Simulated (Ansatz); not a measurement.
# SiHCl2OF (SMILES O[Si](F)(Cl)Cl): B2PLYP/def2-SVP

Aim: the vertical ionisation energy of SiHCl2OF at B2PLYP/def2-SVP, from 2 runs. 

The results are computed with Ansatz 0.2.0.

126 further runs of the same task are left out: 126 set aside as unsound or not needed.

### Step 1. The structure to begin with

SiHCl2OF has 6 atoms, charge 0, and is taken as a singlet. As SMILES, `O[Si](F)(Cl)Cl`. The coordinates come from a PBE0-D4/def2-TZVP relaxation. This is one conformer, not always the lowest.

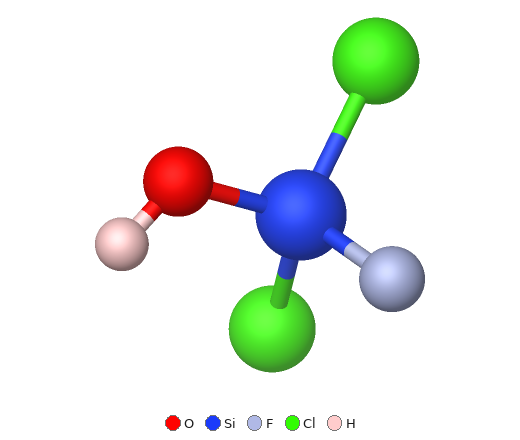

The structure, seen from a chosen angle (oxygen red, silicon blue, fluorine light blue, chlorine green, hydrogen pink).

### Step 2. A single-point energy at B2PLYP/def2-SVP

Contents of job.yaml:

```yaml
crystal:
  periodic: [false, false, false]
  atoms:
    - {symbol: O, position_ang: [-0.507700, 0.453700, 1.122500]}
    - {symbol: Si, position_ang: [0.219500, 0.013400, -0.247400]}
    - {symbol: F, position_ang: [1.583200, -0.726700, 0.044400]}
    - {symbol: Cl, position_ang: [-0.921300, -1.272900, -1.319600]}
    - {symbol: Cl, position_ang: [0.618000, 1.683900, -1.294500]}
    - {symbol: H, position_ang: [-0.949600, -0.215500, 1.648500]}
basis:
  gaussian:
    orbitals: def2-SVP
hamiltonian:
  xc: {name: B2PLYP}
correlation:
  frozen_orbitals: {Cl: 5, F: 1, H: 0, O: 1, Si: 5}
accuracy: high
output: {orbitals: {seedname: orbitals}}
```

Command:

```console
ansatz run job.yaml --threads 1 --pin off --max-ram 3480MiB --events-out events.jsonl --progress --plain --runs-dir runs
```

Output:

```text
Warning: RAYON_NUM_THREADS=1 ignored (pool sized by the plan → 1); use --threads N
Functional definition: B2PLYP
  name "B2PLYP"
  parameter a = 0.53
  parameter c = 0.27
  exchange = (1 - a)*b88_x + a*exact_x
  correlation = (1 - c)*lyp_c + c*(mp2_os + mp2_ss)
1703 factors; integrals over basis functions are off by at most 3.7e-9 eV
mean field evaluation 1: about -37668.9947 eV, gradient 4.8e1 eV
mean field evaluation 2: about -37669.2614 eV, gradient 4.8e1 eV
mean field evaluation 4: about -37673.1625 eV, gradient 2.2e0 eV
mean field evaluation 8: about -37673.1967 eV, gradient 2.8e-1 eV
mean field evaluation 16: about -37673.1968 eV, gradient 4.3e-5 eV
mean field -37673.19684640 eV, -1384.4644482951 hartree, gradient 1.5e-8 eV, S^2 0.000000; 0 other end points of the search recorded, 0 dependent functions left out
17 core orbitals not correlated: weight in the atoms' cores, before any rotation towards them, 1.000 or more for the frozen orbitals, at most 0.000 for the correlated occupied ones
reference -37673.19686731 eV, -1384.4644490636 hartree; 16, 16 occupied and 54, 54 virtual orbitals, 1703 factors
second order -23.70943764 eV of doubles, -0.00000000 eV of singles
Total energy: -37679.59841547 eV, -1384.6997016195 hartree
```

It took 5.4 s on 1 thread of AMD EPYC 9R45 (Zen 5), shared host; peak memory 0.31 GiB.

### Step 3. The doublet cation

job.yaml: that of step 2 with these lines changed.

```diff
@@ -16,3 +16,7 @@
   frozen_orbitals: {Cl: 5, F: 1, H: 0, O: 1, Si: 5}
+output: {orbitals: {seedname: orbitals}}
 accuracy: high
-output: {orbitals: {seedname: orbitals}}
+total_charge: 1
+magnetization:
+  spin_polarized: true
+  initial_magnetization: 1
```

Command:

```console
ansatz run job.yaml --threads 1 --pin off --max-ram 3480MiB --events-out events.jsonl --progress --plain --runs-dir runs
```

Output (excerpt; [...] marks lines left out):

```text
Warning: RAYON_NUM_THREADS=1 ignored (pool sized by the plan → 1); use --threads N
[... 2 set-up lines as earlier in the session ...]
[...]
1702 factors; integrals over basis functions are off by at most 3.7e-9 eV
[...]
mean field -37661.27910687 eV, -1384.0264794457 hartree, gradient 9.4e-8 eV, S^2 0.763017; 7 other end points of the search recorded, 0 dependent functions left out
17 core orbitals not correlated: weight in the atoms' cores, before any rotation towards them, 1.000 or more for the frozen orbitals, at most 0.000 for the correlated occupied ones
reference -37661.27912779 eV, -1384.0264802146 hartree; 16, 15 occupied and 54, 55 virtual orbitals, 1702 factors
second order -23.97875025 eV of doubles, -0.00000000 eV of singles
Total energy: -37667.75339036 eV, -1384.2644049755 hartree
```

It took 23 s on 1 thread of AMD EPYC 9R45 (Zen 5), shared host; peak memory 0.46 GiB.

### Step 4. What came out

At B2PLYP/def2-SVP, 17 core orbitals frozen:

| quantity | value |
| --- | --- |
| singlet SiHCl2OF: total energy | -1384.69970 Eh |
| singlet SiHCl2OF: HOMO energy (SCF part's orbitals) | -10.66 eV |
| singlet SiHCl2OF: LUMO energy (SCF part's orbitals) | 1.93 eV |
| singlet SiHCl2OF: HOMO–LUMO gap (SCF part's orbitals) | 12.59 eV |
| doublet cation: total energy | -1384.26440 Eh |
| doublet cation: HOMO energy (SCF part's orbitals) (highest over α and β) | -16.81 eV |
| doublet cation: LUMO energy (SCF part's orbitals) (lowest over α and β) | -13.16 eV |
| doublet cation: ⟨S²⟩ | 0.763 |
| vertical ionisation energy (to the doublet cation) | 11.845 eV |

**Reading.** Removing an electron at fixed nuclei costs 11.85 eV (1143 kJ/mol). The negative HOMO energy of the first species, 10.66 eV, lies 1.19 eV below that difference.
